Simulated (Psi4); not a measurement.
# InHCl (SMILES [Cl][InH]): U-wB97X-V/def2-TZVPP (core potential)

Aim: the vertical ionisation energy of InHCl at U-wB97X-V/def2-TZVPP (core potential), from 2 runs. 

The calculation is run with Psi4 1.11.

6 further runs of the same task are left out: 4 that didn't finish, 2 set aside as unsound or not needed.

### 1 The system as given

InHCl has 3 atoms, charge 0, and is taken as a doublet. As SMILES, `[Cl][InH]`. Geometry: relaxed at PBE0-D4/def2-TZVP.

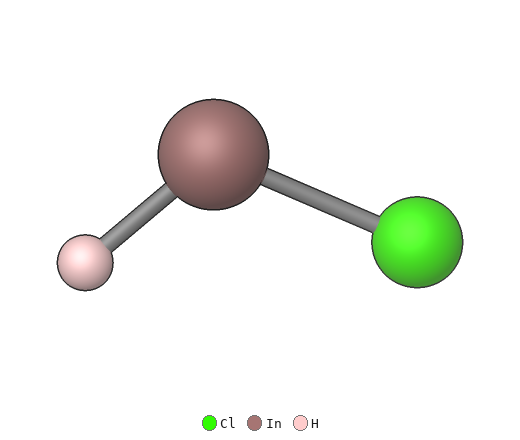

The structure, seen from a chosen angle (chlorine green, indium brown, hydrogen pink).

### 2 The energy at U-wB97X-V/def2-TZVPP (core potential)

Contents of job.in:

```
memory 2200 mb

molecule {
  0 2
  Cl
  In 1 2.364842
  H 2 1.772795 1 115.25343
  symmetry c1
}

set {
  basis                def2-TZVPP
  reference            uks
  puream               true
  e_convergence        1e-09
  d_convergence        1e-08
  scf_type             pk
  dft_radial_points    99
  dft_spherical_points 590
  maxiter              100
}

energy('wb97x-v')
```

The run is started by

```sh
$ psi4 -n 1 job.in job.out
```

job.out:

```text
[...]
    !!!  WARNING: ECP capability is in beta. Please check occupations closely.  !!!
[...]
  Running in c1 symmetry.
[...]
  Nuclear repulsion =   88.717606027279459
[...]
  Multiplicity = 2
[...]
  Nalpha       = 20
  Nbeta        = 19
[...]
    Number of basis functions: 106
[...]
   @UKS iter   1:  -650.77585340338169   -1.09431e+00   4.71647e-03 DIIS/ADIIS
[...]
   @UKS iter  14:  -650.87090044267427   -4.32010e-12   4.86476e-09 DIIS
[...]
   @S^2 Observed:                7.578046223E-01
[...]
    Orbital Energies [Eh]
    ---------------------
    Alpha Occupied:
       1A   -101.480126     2A     -9.520323     3A     -7.272421
       4A     -7.268127     5A     -7.267698     6A     -4.804883
       7A     -3.218151     8A     -3.211075     9A     -3.207800
      10A     -0.934404    11A     -0.903867    12A     -0.901405
      13A     -0.898842    14A     -0.896185    15A     -0.871702
      16A     -0.539166    17A     -0.438582    18A     -0.409928
      19A     -0.407372    20A     -0.306881
    Alpha Virtual:
      21A     -0.010501    22A      0.048952    23A      0.089539
      24A      0.119242    25A      0.134172    26A      0.155161
[...]
  @UKS Final Energy:  -650.87090044267427
   => Energetics <=
    Nuclear Repulsion Energy =             88.7176060272794587
    One-Electron Energy =               -1148.2416036116806026
    Two-Electron Energy =                 441.4472937950870346
    DFT Exchange-Correlation Energy =     -32.9501169680717254
    Empirical Dispersion Energy =           0.0000000000000000
    VV10 Nonlocal Energy =                  0.1559203147114432
    Total Energy =                       -650.8709004426742695
[...]
 Multipole Moments:
 ------------------------------------------------------------------------------------
     Multipole            Electronic (a.u.)      Nuclear  (a.u.)        Total (a.u.)
 ------------------------------------------------------------------------------------
 L = 1.  Multiply by 2.5417464519 to convert [e a0] to [Debye]
 Dipole X            :         -2.4061631            2.2406151           -0.1655480
 Dipole Y            :        -35.6598440           34.5207495           -1.1390946
 Dipole Z            :          0.0000008            0.0000000            0.0000008
 Magnitude           :                                                    1.1510615
[...]
```

It took 46 s on 1 thread of AMD EPYC 7R43 (Zen 3), shared host; peak memory 0.97 GiB.

### 3 The singlet cation at the same level

Contents of input.in:

```
memory 2200 mb

molecule mol {
  1 1
  Cl    -1.649800     0.396800    -0.867400
  In     0.409500     0.542400     0.286100
  H      1.229400    -1.003900     0.568100
  units angstrom
  symmetry c1
  no_reorient
  no_com
}

set {
  basis def2-TZVPP
  reference rks
  puream true
  e_convergence 1e-09
  d_convergence 1e-08
  scf_type pk
  dft_radial_points 99
  dft_spherical_points 590
}

e, wfn = energy('wb97x-v', return_wfn=True)
```

The run is started by

```sh
$ psi4 input.in input.out -n 1
```

input.out:

```text
[...]
    !!!  WARNING: ECP capability is in beta. Please check occupations closely.  !!!
[...]
  Running in c1 symmetry.
[...]
  Nuclear repulsion =   88.717601164286506
[...]
  Multiplicity = 1
[...]
  Nalpha       = 19
  Nbeta        = 19
[...]
    Number of basis functions: 106
[...]
   @RKS iter   1:  -650.48117422716564   -8.03464e-01   4.16483e-03 DIIS/ADIIS
[...]
   @RKS iter  13:  -650.55964743352195   -1.85310e-11   6.09692e-09 DIIS
[...]
    Orbital Energies [Eh]
    ---------------------
    Doubly Occupied:
       1A   -101.713297     2A     -9.750809     3A     -7.504711
       4A     -7.497427     5A     -7.497306     6A     -5.082449
       7A     -3.494627     8A     -3.492499     9A     -3.483087
      10A     -1.187941    11A     -1.179745    12A     -1.178881
      13A     -1.172615    14A     -1.171545    15A     -1.108041
      16A     -0.760271    17A     -0.647003    18A     -0.620051
      19A     -0.617494
[...]
  @RKS Final Energy:  -650.55964743352195
   => Energetics <=
    Nuclear Repulsion Energy =             88.7176011642865063
    One-Electron Energy =               -1138.4753950009526307
    Two-Electron Energy =                 431.8676251836483289
    DFT Exchange-Correlation Energy =     -32.8231024881142659
    Empirical Dispersion Energy =           0.0000000000000000
    VV10 Nonlocal Energy =                  0.1536237076102082
    Total Energy =                       -650.5596474335219455
[...]
 Multipole Moments:
 ------------------------------------------------------------------------------------
     Multipole            Electronic (a.u.)      Nuclear  (a.u.)        Total (a.u.)
 ------------------------------------------------------------------------------------
 L = 1.  Multiply by 2.5417464519 to convert [e a0] to [Debye]
 Dipole X            :         35.7482548          -34.4264636            1.3217912
 Dipole Y            :        -31.0283679           32.3749770            1.3466090
 Dipole Z            :         16.3171420          -15.4383066            0.8788354
 Magnitude           :                                                    2.0815474
[...]
```

Run time: 36 s. Hardware: 1 thread of AMD EPYC 7R43 (Zen 3), shared host; peak memory 0.96 GiB.

### 4 Summary of results

Level: U-wB97X-V/def2-TZVPP (core potential).

| quantity | value |
| --- | --- |
| doublet InHCl: total energy | -650.87090 Eh |
| doublet InHCl: dipole moment | 2.93 D |
| doublet InHCl: HOMO energy (highest over α and β) | -8.35 eV |
| doublet InHCl: LUMO energy (lowest over α and β) | -1.61 eV |
| doublet InHCl: ⟨S²⟩ | 0.758 |
| singlet cation: total energy | -650.55965 Eh |
| singlet cation: HOMO energy | -16.80 eV |
| singlet cation: LUMO energy | -8.58 eV |
| singlet cation: HOMO–LUMO gap | 8.23 eV |
| vertical ionisation energy (to the singlet cation) | 8.470 eV |

In words: Removing an electron at fixed nuclei costs 8.47 eV (817 kJ/mol). Only the singlet of the ionised species was computed; a triplet could lie lower.
